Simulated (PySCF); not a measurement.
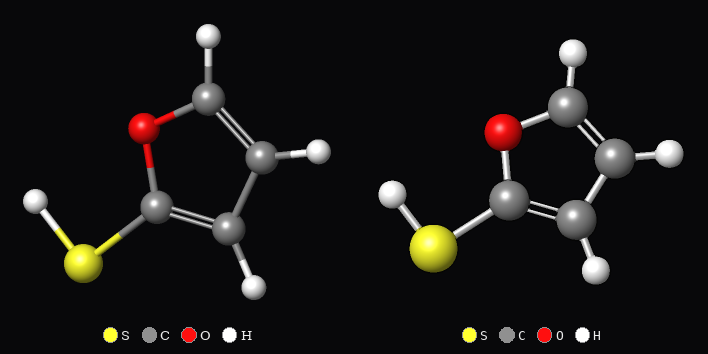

Two views of one molecule.

The geometry was computed by an optimisation with GFN2-xTB. No frequency run is at hand to confirm it as a minimum.

Which formula does it have?

C₄H₄OS, 10 atoms: 4 carbon, 4 hydrogen, 1 oxygen and 1 sulfur.

Describe its rings.

Independent rings (smallest set): 1 of 5 members, 1 of them aromatic.

How many sets of symmetry-equivalent atoms are there?

10: 1 S, 1 C, 1 C, 1 C, 1 C, 1 O, 1 H, 1 H, 1 H, 1 H.

Name some functional groups or characteristic bonds that it holds.

Among them: thiol.

The parts below concern this one geometry. Atoms keep their numbers from picture to picture.

**Shape**

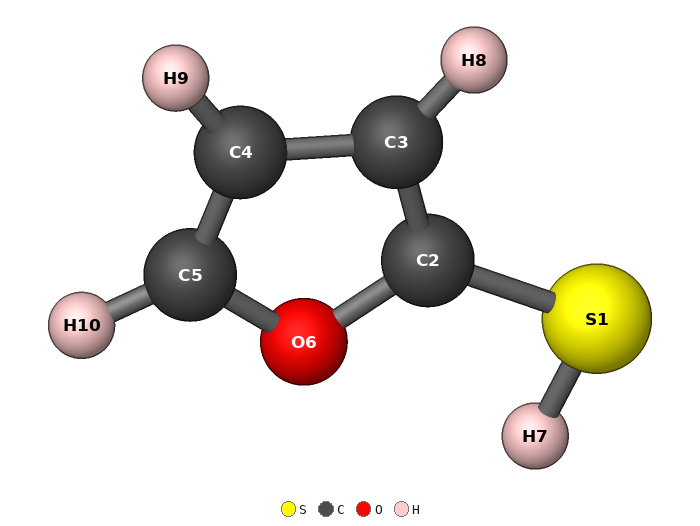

No frequency run is at hand to confirm it as a minimum.

What is the geometry at S1?

S1 has 2 neighbours (C2 at 1.75, H7 at 1.33 Å); the arrangement is bent.

What is the geometry at C3?

C3 has 3 neighbours (C2 at 1.36, C4 at 1.42, H8 at 1.07 Å); the arrangement is trigonal planar.

How are the neighbours of atom 4 arranged?

C4 has 3 neighbours (C3 at 1.42, C5 at 1.36, H9 at 1.07 Å); the arrangement is trigonal planar.

How are the neighbours of atom 5 arranged?

C5 has 3 neighbours (C4 at 1.36, O6 at 1.35, H10 at 1.07 Å); the arrangement is trigonal planar.

What is the dihedral angle C3–C4–C5–O6?

0° in size, that is syn (eclipsed).

**Quadrupole coupling**

No frequency run is at hand to confirm it as a minimum. Electric field gradients from the ground-state density, PBE0/pcSseg-1 (PySCF 2.14.0), non-relativistic apart from any core potentials.

Give the largest field-gradient component, the quadrupole coupling constant and the asymmetry for 33S at S1 (Q = −67.81 mb), 17O at O6 (Q = −25.6 mb).

| atom | V_zz (a.u.) | e²qQ/h (MHz) | η |
| --- | --- | --- | --- |
| S1 | −2.776 | 44.2 | 0.76 |
| O6 | 1.493 | −8.98 | 0.15 |

**Electronic properties**

No frequency run is at hand to confirm it as a minimum. Level of theory: PBE0/def2-SVPD, gas phase (PySCF 2.14.0). Excitations: vertical, linear response.

Estimate the LUMO energy (Kohn–Sham orbital).

0.07 eV.

What is the brightest of the 6 lowest singlets?

5.50 eV.

What is the mean static polarisability?

69.2 bohr³.

Give the lowest vertical singlet excitation at this level.

4.84 eV.

**Charges**

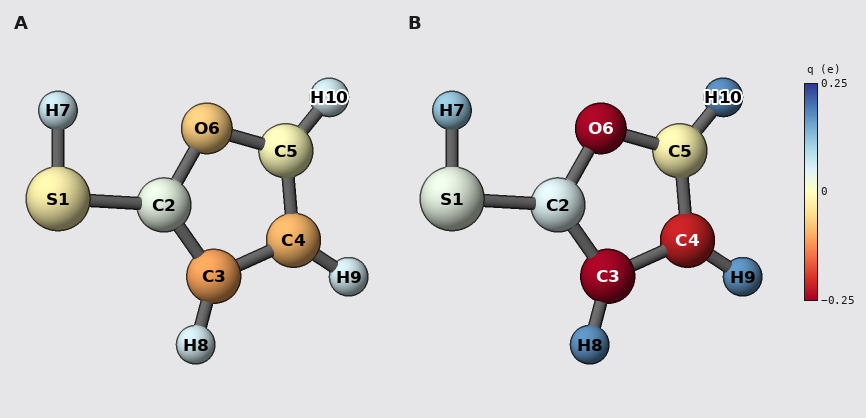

Atomic charges of one calculation by 2 schemes, on one colour scale. No frequency run is at hand to confirm it as a minimum. Level of theory: PBE0/pcSseg-1 (PySCF 2.14.0).

The schemes are Hirshfeld, IAO. Which panel shows which?

A Hirshfeld, B IAO.

List the charges (e), one line for each set of equivalent atoms.

```tsv
atom	Hirshfeld	IAO
S1	−0.02	0.03
C2	0.03	0.05
C3	−0.10	−0.24
C4	−0.09	−0.21
C5	0.00	−0.01
O6	−0.07	−0.24
H7	0.07	0.11
H8	0.06	0.17
H9	0.06	0.17
H10	0.06	0.17
```
